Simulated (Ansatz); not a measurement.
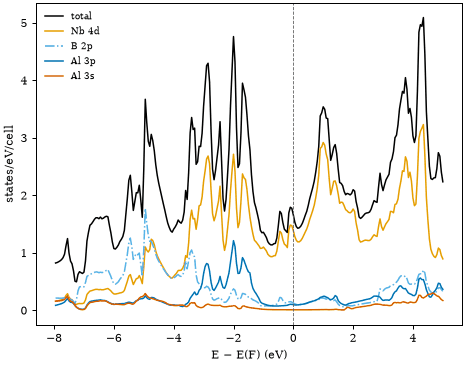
Total and projected density of states of Nb2AlB2 in space group P-6m2 (No. 187; Nb on 2h, Al on 1a, B on 1b, B on 1f), r²SCAN (plane waves, PAW; program Ansatz)

Task: Which orbitals carry the states next to the Fermi level?

Result: Within 0.5 eV of the Fermi level: Nb 4d 82 %, B 2p 8 %, Al 3p 6 %. Projections are on Löwdin-orthogonalised atomic valence shells; empty p or d shells of many metals are not among them.

Task: Where is the tallest occupied peak in this window, and what makes it?

Result: Near -2.0 eV, about 4.8 states/eV per cell; the largest projected share is Nb 4d.

The start of the workflow was typed in or built on a structure type; neither database checked (COD, Materials Project) lists it. Its standing as an ambient phase is unchecked. The cell was relaxed with r²SCAN under the symmetry of its start; whether a distortion lowers the energy is not shown. No spin polarisation was allowed. Spin–orbit coupling is left out wherever it is not named.

Potentials: the earlier of the program's two PAW sets. The files were generated under PBE; for other functionals the program regenerates the frozen cores, and for LDA and PBEsol the local potential too.
